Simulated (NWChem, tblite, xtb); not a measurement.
**How methods differ on InSiH4F (SMILES F[SiH2][InH2])**

InSiH4F has 7 atoms, charge 0, and is taken as a singlet. As SMILES, `F[SiH2][InH2]`. The shape comes from GFN2-xTB, which is rough for such elements, and wasn't checked as a minimum.

Quantity: the dipole moment, in D. The values are calculated.

```
                         level            kind  program  value (D)   CPU time
                      GFN2-xTB  semi-empirical      xtb       2.66  under 2 s
                      GFN1-xTB  semi-empirical   tblite       1.52  under 2 s
                     IPEA1-xTB  semi-empirical   tblite       2.25  under 2 s
                      GFN0-xTB  semi-empirical      xtb       4.69  under 2 s
                     HF/STO-3G    Hartree–Fock   NWChem       1.47      6.5 s
                      HF/3-21G    Hartree–Fock   NWChem       2.22      7.3 s
  HF/def2-SVP (core potential)    Hartree–Fock   NWChem       1.84       15 s
                   SVWN5/3-21G             LDA   NWChem       1.48       10 s
 PBE/def2-SVP (core potential)             GGA   NWChem       1.33       32 s
PBE0/def2-SVP (core potential)   global hybrid   NWChem       1.52       28 s
```

All-electron rows without a relativistic Hamiltonian named are non-relativistic, while core potentials hold scalar relativity, so basis and relativity change together. The values span 1.33 to 4.69 D. Sets without polarisation functions give poor dipoles. Times are those of the runs behind each value, whatever else they computed, on shared processors of several kinds: orders of magnitude only.

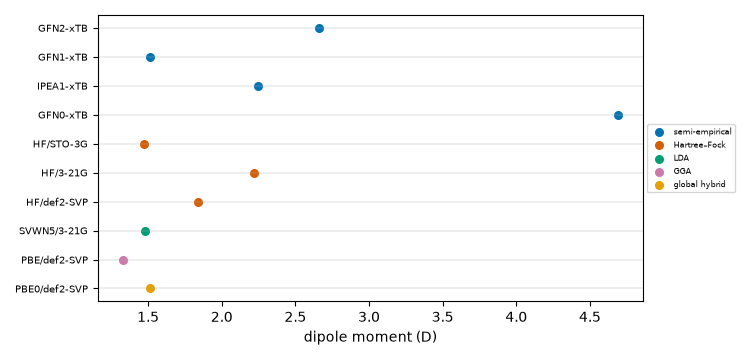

The values of the table, level by level.
